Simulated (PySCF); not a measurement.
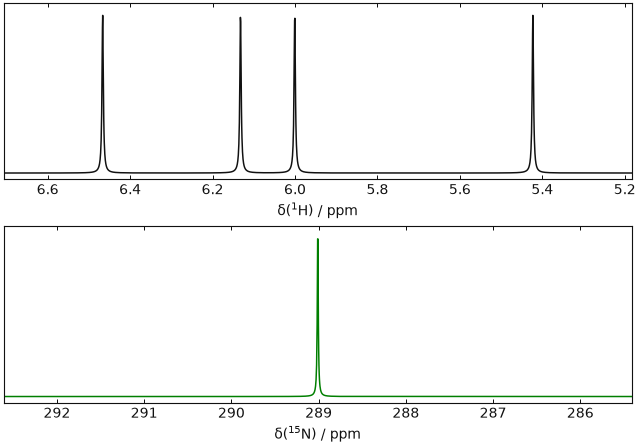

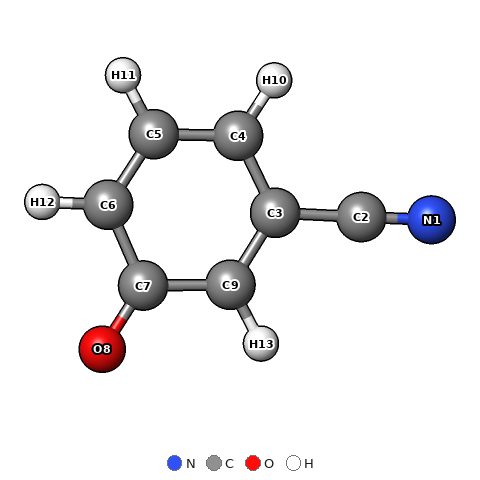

Spectrum and numbered structure of C₇H₄NO⁻, SMILES N#Cc1cccc([O-])c1. GIAO shifts, ωB97X-D/pcSseg-1, PySCF 2.14.0, at a PBE0-D3(BJ)/def2-SVP geometry (no frequency check), against TMS for ¹H and NH₃ for ¹⁵N computed at the same level (¹⁵N: a single molecule, while the usual scales start at liquid NH₃ or nitromethane; multiply bonded nitrogen can come out tens of ppm too deshielded). Gas phase, fully decoupled, line heights follow the number of nuclei, widths are arbitrary (no quadrupolar broadening); values of one conformer, averaged over methyl-type rotors and exact or near symmetry.

> Assign the ¹H signals to the numbered atoms.

| δ (ppm) | nuclei | atoms |
| --- | --- | --- |
| 6.47 | 1 | H11 |
| 6.13 | 1 | H13 |
| 6.00 | 1 | H12 |
| 5.42 | 1 | H10 |

> Where does the ¹⁵N line lie?

At 289.0 ppm (N1).

Note: an anion in a basis that has no diffuse functions.
